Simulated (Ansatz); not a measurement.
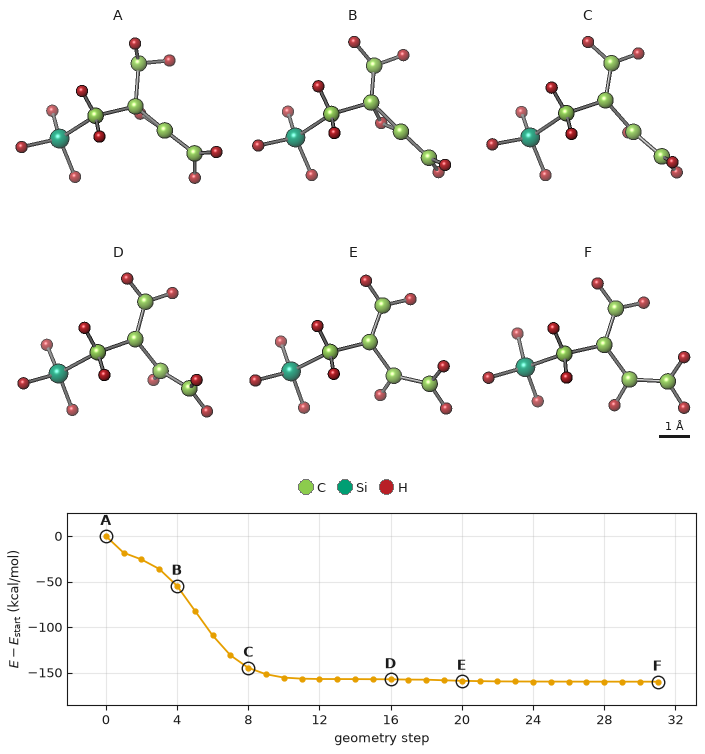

Frames of a relaxation of C5H10Si, marked on the history of the run. The picture is a ball-and-stick view, seen face on.

The run prepares an end point of a later path (hydrogen shift) calculation, from a guessed geometry.

All numbers below come from Ansatz 0.2.0, RHF/def2-SVP.

The input:
```yaml
crystal:
  periodic: [false, false, false]
  atoms:
    - { symbol: C, position_ang: [-1.4591, -1.3383, 1.9656] }
    - { symbol: C, position_ang: [-0.6371, -0.9163, 1.0729] }
    - { symbol: C, position_ang: [0.2115, -0.5253, 0.1733] }
    - { symbol: C, position_ang: [0.943, -1.4819, -0.7883] }
    - { symbol: C, position_ang: [0.7362, 0.8989, 0.0976] }
    - { symbol: Si, position_ang: [-0.2252, 2.0505, -1.0305] }
    - { symbol: H, position_ang: [-1.17, -1.8119, 2.8559] }
    - { symbol: H, position_ang: [-2.5245, -1.0806, 1.7977] }
    - { symbol: H, position_ang: [-0.6732, -0.76702, -0.41574] }
    - { symbol: H, position_ang: [1.9507, -1.5564, -0.5913] }
    - { symbol: H, position_ang: [0.4413, -2.4994, -0.6564] }
    - { symbol: H, position_ang: [0.7349, 1.3524, 1.1382] }
    - { symbol: H, position_ang: [1.7392, 0.9375, -0.2043] }
    - { symbol: H, position_ang: [-1.6725, 2.1621, -0.5931] }
    - { symbol: H, position_ang: [-0.1741, 1.5093, -2.4212] }
    - { symbol: H, position_ang: [0.3816, 3.4289, -0.9979] }
basis:
  gaussian: { orbitals: def2-SVP }
hamiltonian:
  xc: hf
relax:
  f_tol: 0.02
  max_steps: 50
```

Command:
```bash
ansatz run input.yaml --threads 2 --pin off --max-ram 3072MiB --backend cpu --events-out ev --progress --plain --runs-dir out
```

What happens along the run?

The energy falls by 160.0 kcal/mol in 31 geometry steps. The largest force component goes from 6.3 to 0.016 eV/Å. H9 moves most after the best rigid fit: 1.92 Å. Largest moves by element: H 1.92 Å, C 0.53 Å, Si 0.32 Å. Among the contacts that change: C3–H9 1.090 → 2.192 Å, C2–H9 1.497 → 1.087 Å, C3–C4 1.541 → 1.329 Å, C2–C3 1.297 → 1.487 Å. Bonds break, among them: C3–H9 (1.09 → 2.19 Å). Bond angles that change, for instance: C1–C2–C3 178.2° → 125.6°, C3–C4–H11 105.8° → 121.5°, C4–C3–C5 112.8° → 122.2°. From step 0 to 4: H10 moves most (0.60 Å), energy −54.7 kcal/mol. From step 4 to 8: H9 moves most (0.66 Å), energy −90.1 kcal/mol. From step 8 to 16: H7 moves most (0.71 Å), energy −12.7 kcal/mol. From step 16 to 20: H7 moves most (0.71 Å), energy −1.68 kcal/mol. From step 20 to 31: H9 moves most (0.63 Å), energy −0.92 kcal/mol.

```csv
step,"E − E(0), kcal/mol","largest force component, eV/Å"
0,0.00,6.2809
1,-18.34,3.1552
2,-25.68,1.7051
3,-36.13,1.9903
4,-54.66,3.8656
5,-81.90,4.1819
6,-109.15,3.1665
7,-130.98,2.4004
8,-144.72,0.7760
9,-151.82,0.5101
10,-155.51,0.3340
11,-156.69,0.5034
12,-157.07,0.0850
13,-157.12,0.0396
14,-157.18,0.0498
16,-157.41,0.2380
17,-157.70,0.3901
18,-157.80,0.5107
19,-158.48,0.2445
20,-159.08,0.2698
21,-159.40,0.4094
22,-159.68,0.1990
23,-159.79,0.0838
24,-159.85,0.0766
25,-159.90,0.0672
27,-159.96,0.0644
28,-159.98,0.0554
29,-159.99,0.0397
30,-160.00,0.0294
31,-160.00,0.0160
```

Limits of the set-up: Hartree-Fock leaves out electron correlation.
